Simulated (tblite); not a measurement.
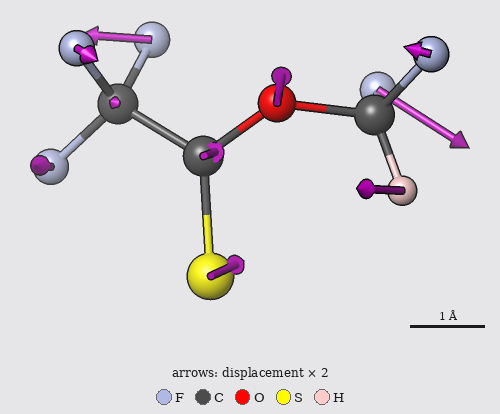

A relaxation of C3HF5OS. The starting structure is drawn; purple arrows show the displacements, magnified 2 times. The two geometries are superimposed by the best rigid fit.

A ball-and-stick model, seen at a tilt.

All numbers below come from GFN2-xTB geometry optimisation, gas phase (tblite 0.8.0). 

> Describe the change and its energy.

An F atom moves most after the best rigid fit: 0.78 Å. Largest moves by element: F 0.78 Å, O 0.63 Å, H 0.54 Å, S 0.46 Å, C 0.35 Å. Some distances before and after: C–F 1.388 → 1.328 Å, C–C 1.477 → 1.532 Å, C–S 1.655 → 1.607 Å, C–O 1.382 → 1.343 Å. Among the angles between lasting bonds that change: O–C–C 119.1° → 109.3°, O–C–S 121.1° → 127.5°, F–C–F 112.6° → 107.6°. Groups turn about C–O by about 50°, C–O by about 25°. After 70 geometry steps the energy has fallen by 0.740 eV.
